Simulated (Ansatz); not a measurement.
**AlH$_{2}$Cl$_{2}$: molecular dynamics (part 4 of 4)**

AlH$_{2}$Cl$_{2}$, multiplicity 2; UKS BHLYP/cc-pVDZ (Ansatz 0.2.0). It belongs to a series of runs on one base structure; here: dynamics from the highest image of the converged band.

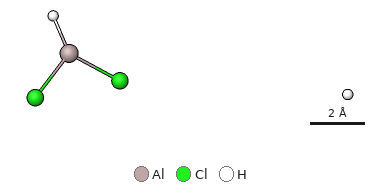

**Figure 1.** The geometry at step 168 of the log (ball-and-stick view, seen at a tilt).

### Trajectory as extended XYZ, continued
```
5
Properties=species:S:1:pos:R:3:forces:R:3 step=132 time_fs=66.0 energy=-31675.60317 temperature=1972.6
Al    0.0870   -0.0028   -0.0576   -0.9748   0.0209   2.5573
Cl   -0.2722    0.0057    2.2466    0.5774  -0.0113  -2.1707
H     1.5308   -0.0016   -0.6170   -0.0221  -0.0049  -0.1642
Cl   -1.8360   -0.0002   -0.9456    0.4196  -0.0047  -0.2224
H     1.4482   -0.1151    9.3747    0.0000   0.0000   0.0000
5
Properties=species:S:1:pos:R:3:forces:R:3 step=135 time_fs=67.5 energy=-31675.57307 temperature=1895.1
Al    0.1041   -0.0027   -0.0591   -1.6228   0.0190   2.5288
Cl   -0.2762    0.0058    2.2463    0.6307  -0.0108  -2.2068
H     1.5208   -0.0033   -0.6373    0.2502  -0.0039  -0.2427
Cl   -1.8456   -0.0002   -0.9475    0.7419  -0.0043  -0.0794
H     1.4811   -0.1178    9.5120    0.0000   0.0000   0.0000
5
Properties=species:S:1:pos:R:3:forces:R:3 step=138 time_fs=69.0 energy=-31675.54324 temperature=1818.3
Al    0.1199   -0.0027   -0.0585   -2.0947   0.0173   2.4506
Cl   -0.2798    0.0059    2.2447    0.6806  -0.0102  -2.2245
H     1.5160   -0.0050   -0.6627    0.3933  -0.0032  -0.2716
Cl   -1.8548   -0.0003   -0.9495    1.0209  -0.0039   0.0454
H     1.5140   -0.1206    9.6493    0.0000   0.0000   0.0000
5
Properties=species:S:1:pos:R:3:forces:R:3 step=140 time_fs=70.0 energy=-31675.52758 temperature=1778.0
Al    0.1295   -0.0026   -0.0570   -2.2743   0.0159   2.3512
Cl   -0.2820    0.0059    2.2428    0.7112  -0.0098  -2.2259
H     1.5173   -0.0062   -0.6829    0.3808  -0.0026  -0.2441
Cl   -1.8606   -0.0003   -0.9508    1.1823  -0.0035   0.1189
H     1.5359   -0.1224    9.7409    0.0000   0.0000   0.0000
5
Properties=species:S:1:pos:R:3:forces:R:3 step=142 time_fs=71.0 energy=-31675.51581 temperature=1747.6
Al    0.1383   -0.0025   -0.0547   -2.3480   0.0142   2.2095
Cl   -0.2841    0.0060    2.2403    0.7392  -0.0094  -2.2186
H     1.5222   -0.0074   -0.7053    0.2842  -0.0017  -0.1758
Cl   -1.8661   -0.0003   -0.9520    1.3246  -0.0031   0.1850
H     1.5579   -0.1242    9.8324    0.0000   0.0000   0.0000
5
Properties=species:S:1:pos:R:3:forces:R:3 step=145 time_fs=72.5 energy=-31675.50186 temperature=1711.4
Al    0.1500   -0.0024   -0.0498   -2.3152   0.0106   1.9329
Cl   -0.2867    0.0061    2.2355    0.7754  -0.0087  -2.1904
H     1.5341   -0.0093   -0.7419    0.0350   0.0006  -0.0140
Cl   -1.8736   -0.0003   -0.9538    1.5047  -0.0025   0.2715
H     1.5908   -0.1269    9.9697    0.0000   0.0000   0.0000
5
Properties=species:S:1:pos:R:3:forces:R:3 step=148 time_fs=74.0 energy=-31675.48772 temperature=1675.0
Al    0.1597   -0.0023   -0.0433   -2.2127   0.0061   1.6205
Cl   -0.2888    0.0062    2.2293    0.8037  -0.0079  -2.1398
H     1.5468   -0.0111   -0.7786   -0.2396   0.0036   0.1747
Cl   -1.8802   -0.0004   -0.9555    1.6485  -0.0018   0.3446
H     1.6237   -0.1297   10.1070    0.0000   0.0000   0.0000
5
Properties=species:S:1:pos:R:3:forces:R:3 step=150 time_fs=75.0 energy=-31675.47865 temperature=1651.7
Al    0.1653   -0.0023   -0.0382   -2.1550   0.0029   1.4161
Cl   -0.2900    0.0062    2.2245    0.8178  -0.0074  -2.0927
H     1.5527   -0.0123   -0.8013   -0.3891   0.0058   0.2898
Cl   -1.8840   -0.0004   -0.9564    1.7264  -0.0013   0.3868
H     1.6457   -0.1315   10.1986    0.0000   0.0000   0.0000
5
Properties=species:S:1:pos:R:3:forces:R:3 step=152 time_fs=76.0 energy=-31675.47225 temperature=1635.3
Al    0.1700   -0.0022   -0.0327   -2.1279  -0.0002   1.2275
Cl   -0.2909    0.0062    2.2191    0.8276  -0.0068  -2.0341
H     1.5550   -0.0134   -0.8212   -0.4909   0.0078   0.3824
Cl   -1.8874   -0.0004   -0.9573    1.7911  -0.0008   0.4242
H     1.6676   -0.1333   10.2901    0.0000   0.0000   0.0000
5
Properties=species:S:1:pos:R:3:forces:R:3 step=155 time_fs=77.5 energy=-31675.47257 temperature=1636.2
Al    0.1757   -0.0021   -0.0235   -2.1636  -0.0041   0.9887
Cl   -0.2919    0.0063    2.2099    0.8341  -0.0059  -1.9233
H     1.5495   -0.0150   -0.8441   -0.5359   0.0101   0.4625
Cl   -1.8915   -0.0004   -0.9584    1.8654  -0.0001   0.4721
H     1.7005   -0.1361   10.4274    0.0000   0.0000   0.0000
5
Properties=species:S:1:pos:R:3:forces:R:3 step=158 time_fs=79.0 energy=-31675.48764 temperature=1675.0
Al    0.1797   -0.0019   -0.0135   -2.2975  -0.0067   0.8115
Cl   -0.2924    0.0064    2.1996    0.8299  -0.0049  -1.7820
H     1.5326   -0.0163   -0.8571   -0.4470   0.0111   0.4596
Cl   -1.8945   -0.0005   -0.9592    1.9146   0.0005   0.5109
H     1.7334   -0.1388   10.5647    0.0000   0.0000   0.0000
5
Properties=species:S:1:pos:R:3:forces:R:3 step=160 time_fs=80.0 energy=-31675.50433 temperature=1717.9
Al    0.1813   -0.0019   -0.0065   -2.4361  -0.0076   0.7269
Cl   -0.2924    0.0064    2.1921    0.8206  -0.0042  -1.6689
H     1.5159   -0.0171   -0.8603   -0.3188   0.0108   0.4101
Cl   -1.8959   -0.0005   -0.9595    1.9343   0.0010   0.5319
H     1.7554   -0.1406   10.6562    0.0000   0.0000   0.0000
5
Properties=species:S:1:pos:R:3:forces:R:3 step=162 time_fs=81.0 energy=-31675.52355 temperature=1767.4
Al    0.1821   -0.0018    0.0008   -2.6036  -0.0078   0.6634
Cl   -0.2922    0.0065    2.1842    0.8056  -0.0034  -1.5389
H     1.4962   -0.0178   -0.8596   -0.1460   0.0098   0.3264
Cl   -1.8967   -0.0005   -0.9597    1.9440   0.0014   0.5491
H     1.7773   -0.1425   10.7478    0.0000   0.0000   0.0000
5
Properties=species:S:1:pos:R:3:forces:R:3 step=165 time_fs=82.5 energy=-31675.55199 temperature=1840.7
Al    0.1814   -0.0017    0.0121   -2.8704  -0.0072   0.5821
Cl   -0.2916    0.0065    2.1715    0.7712  -0.0021  -1.3083
H     1.4646   -0.0186   -0.8530    0.1583   0.0072   0.1585
Cl   -1.8969   -0.0006   -0.9598    1.9409   0.0021   0.5678
H     1.8102   -0.1452   10.8851    0.0000   0.0000   0.0000
5
Properties=species:S:1:pos:R:3:forces:R:3 step=168 time_fs=84.0 energy=-31675.57800 temperature=1907.9
Al    0.1785   -0.0016    0.0239   -3.0751  -0.0063   0.4589
Cl   -0.2904    0.0066    2.1580    0.7212  -0.0006  -1.0291
H     1.4364   -0.0192   -0.8430    0.4361   0.0043  -0.0074
Cl   -1.8960   -0.0006   -0.9594    1.9178   0.0027   0.5776
H     1.8432   -0.1479   11.0224    0.0000   0.0000   0.0000
5
Properties=species:S:1:pos:R:3:forces:R:3 step=170 time_fs=85.0 energy=-31675.59626 temperature=1955.0
Al    0.1752   -0.0015    0.0320   -3.1252  -0.0064   0.3137
Cl   -0.2894    0.0066    2.1486    0.6784   0.0004  -0.8127
H     1.4224   -0.0196   -0.8362    0.5548   0.0030  -0.0800
Cl   -1.8947   -0.0006   -0.9590    1.8919   0.0030   0.5790
H     1.8651   -0.1498   11.1139    0.0000   0.0000   0.0000
5
Properties=species:S:1:pos:R:3:forces:R:3 step=172 time_fs=86.0 energy=-31675.61731 temperature=2009.3
Al    0.1707   -0.0015    0.0402   -3.0782  -0.0075   0.0952
Cl   -0.2882    0.0067    2.1390    0.6279   0.0016  -0.5702
H     1.4137   -0.0200   -0.8301    0.5923   0.0026  -0.1012
Cl   -1.8929   -0.0006   -0.9585    1.8580   0.0033   0.5762
H     1.8870   -0.1516   11.2055    0.0000   0.0000   0.0000
5
Properties=species:S:1:pos:R:3:forces:R:3 step=175 time_fs=87.5 energy=-31675.65328 temperature=2101.9
Al    0.1620   -0.0014    0.0525   -2.8181  -0.0115  -0.3783
Cl   -0.2860    0.0067    2.1244    0.5379   0.0035  -0.1556
H     1.4110   -0.0205   -0.8226    0.4879   0.0044  -0.0294
Cl   -1.8892   -0.0007   -0.9573    1.7923   0.0037   0.5633
H     1.9200   -0.1543   11.3428    0.0000   0.0000   0.0000
5
Properties=species:S:1:pos:R:3:forces:R:3 step=178 time_fs=89.0 energy=-31675.68597 temperature=2185.9
Al    0.1510   -0.0013    0.0645   -2.3859  -0.0175  -0.9853
Cl   -0.2836    0.0068    2.1097    0.4328   0.0056   0.3190
H     1.4186   -0.0208   -0.8157    0.2450   0.0080   0.1276
Cl   -1.8845   -0.0007   -0.9559    1.7082   0.0039   0.5387
H     1.9529   -0.1571   11.4801    0.0000   0.0000   0.0000
5
Properties=species:S:1:pos:R:3:forces:R:3 step=180 time_fs=90.0 energy=-31675.70065 temperature=2223.8
Al    0.1426   -0.0013    0.0721   -2.0531  -0.0217  -1.4232
Cl   -0.2818    0.0068    2.0999    0.3561   0.0071   0.6652
H     1.4270   -0.0210   -0.8097    0.0560   0.0107   0.2430
Cl   -1.8808   -0.0007   -0.9547    1.6410   0.0039   0.5150
H     1.9748   -0.1589   11.5716    0.0000   0.0000   0.0000
5
Properties=species:S:1:pos:R:3:forces:R:3 step=182 time_fs=91.0 energy=-31675.70829 temperature=2243.5
Al    0.1335   -0.0013    0.0792   -1.7195  -0.0257  -1.8575
Cl   -0.2799    0.0069    2.0904    0.2760   0.0087   1.0303
H     1.4358   -0.0211   -0.8015   -0.1207   0.0131   0.3426
Cl   -1.8766   -0.0007   -0.9534    1.5641   0.0040   0.4846
H     1.9968   -0.1607   11.6631    0.0000   0.0000   0.0000
5
Properties=species:S:1:pos:R:3:forces:R:3 step=185 time_fs=92.5 energy=-31675.70940 temperature=2246.5
Al    0.1187   -0.0012    0.0886   -1.2641  -0.0303  -2.4569
Cl   -0.2770    0.0069    2.0766    0.1535   0.0111   1.5997
H     1.4466   -0.0209   -0.7827   -0.3176   0.0153   0.4325
Cl   -1.8695   -0.0007   -0.9512    1.4282   0.0039   0.4248
H     2.0297   -0.1635   11.8004    0.0000   0.0000   0.0000
5
Properties=species:S:1:pos:R:3:forces:R:3 step=188 time_fs=94.0 energy=-31675.70519 temperature=2235.8
Al    0.1029   -0.0012    0.0959   -0.9000  -0.0328  -2.9462
Cl   -0.2739    0.0070    2.0639    0.0347   0.0136   2.1690
H     1.4507   -0.0205   -0.7548   -0.3986   0.0155   0.4320
Cl   -1.8615   -0.0008   -0.9487    1.2639   0.0037   0.3452
H     2.0626   -0.1662   11.9378    0.0000   0.0000   0.0000
5
Properties=species:S:1:pos:R:3:forces:R:3 step=190 time_fs=95.0 energy=-31675.70248 temperature=2228.8
Al    0.0919   -0.0012    0.0996   -0.7174  -0.0332  -3.1911
Cl   -0.2719    0.0071    2.0561   -0.0389   0.0152   2.5315
H     1.4488   -0.0200   -0.7311   -0.3800   0.0145   0.3801
Cl   -1.8558   -0.0008   -0.9469    1.1363   0.0035   0.2796
H     2.0845   -0.1680   12.0293    0.0000   0.0000   0.0000
5
Properties=species:S:1:pos:R:3:forces:R:3 step=192 time_fs=96.0 energy=-31675.70027 temperature=2223.0
Al    0.0806   -0.0012    0.1021   -0.5828  -0.0326  -3.3604
Cl   -0.2698    0.0071    2.0489   -0.1056   0.0167   2.8671
H     1.4433   -0.0193   -0.7037   -0.3040   0.0126   0.2907
Cl   -1.8498   -0.0008   -0.9451    0.9924   0.0033   0.2026
H     2.1065   -0.1699   12.1208    0.0000   0.0000   0.0000
5
Properties=species:S:1:pos:R:3:forces:R:3 step=195 time_fs=97.5 energy=-31675.69594 temperature=2211.8
Al    0.0634   -0.0013    0.1035   -0.4551  -0.0301  -3.4632
Cl   -0.2668    0.0072    2.0398   -0.1893   0.0186   3.2962
H     1.4300   -0.0182   -0.6578   -0.0980   0.0087   0.1034
Cl   -1.8402   -0.0008   -0.9422    0.7424   0.0028   0.0636
H     2.1394   -0.1726   12.2581    0.0000   0.0000   0.0000
5
Properties=species:S:1:pos:R:3:forces:R:3 step=198 time_fs=99.0 energy=-31675.68752 temperature=2190.1
Al    0.0458   -0.0014    0.1022   -0.3640  -0.0265  -3.3903
Cl   -0.2639    0.0073    2.0326   -0.2499   0.0199   3.6069
H     1.4146   -0.0168   -0.6097    0.1679   0.0043  -0.1097
Cl   -1.8302   -0.0008   -0.9393    0.4461   0.0023  -0.1069
H     2.1723   -0.1753   12.3954    0.0000   0.0000   0.0000
5
Properties=species:S:1:pos:R:3:forces:R:3 step=200 time_fs=100.0 energy=-31675.68013 temperature=2171.1
Al    0.0339   -0.0014    0.0998   -0.2751  -0.0241  -3.2583
Cl   -0.2621    0.0074    2.0290   -0.2768   0.0204   3.7359
H     1.4061   -0.0158   -0.5786    0.3321   0.0018  -0.2380
Cl   -1.8233   -0.0008   -0.9374    0.2198   0.0019  -0.2396
H     2.1943   -0.1772   12.4870    0.0000   0.0000   0.0000
```

The run was set up as follows.

### The input
```yaml
crystal:
  periodic: [false, false, false]
  atoms:
    - { symbol: Al, position_ang: [-0.07915, 1.2e-05, 0.055328] }
    - { symbol: Cl, position_ang: [-0.087747, 1.1e-05, 2.504322] }
    - { symbol: H, position_ang: [1.317418, -6.0e-06, -0.682991] }
    - { symbol: Cl, position_ang: [-1.850124, -6.0e-06, -1.134369] }
    - { symbol: H, position_ang: [0.119403, -1.1e-05, 3.992709] }
magnetization:
  spin_polarized: true
  initial_magnetization: 1
basis:
  gaussian: { orbitals: cc-pVDZ }
hamiltonian:
  xc: { name: BHLYP }
md:
  timestep: 0.5
  n_steps: 200
  ensemble: nve
  temperature: 300.0
  initial_velocities: maxwell_boltzmann
  seed: 5028
```

Launched with:
```bash
ansatz run input.yaml --threads 2 --pin off --max-ram 3072MiB --backend cpu --events-out ev --progress --plain --runs-dir out
```

### Results in brief

| quantity | value |
| --- | --- |
| outcome | finished |
| mean temperature over the second half | 2053 K |
| trajectory | 200 steps, 100 fs |
| ensemble | nve |
| temperature in the input | 300.0 K |
| time step | 0.5 fs |
| potential energy (last step) | −31675.6804 eV |
| mean-field energy (last step) | −31675.6804 eV |
| ⟨S²⟩ (last step) | 0.750 |
| largest force (length of the vector) (last step) | 3.746 eV/Å |
| hardware | 2 threads of Arm Neoverse V1, 24 GiB of memory available, shared host |
| wall time | 5.6 min (CPU time 11 min) |
| peak memory | 0.17 GiB |

So short a trajectory is not equilibrated.
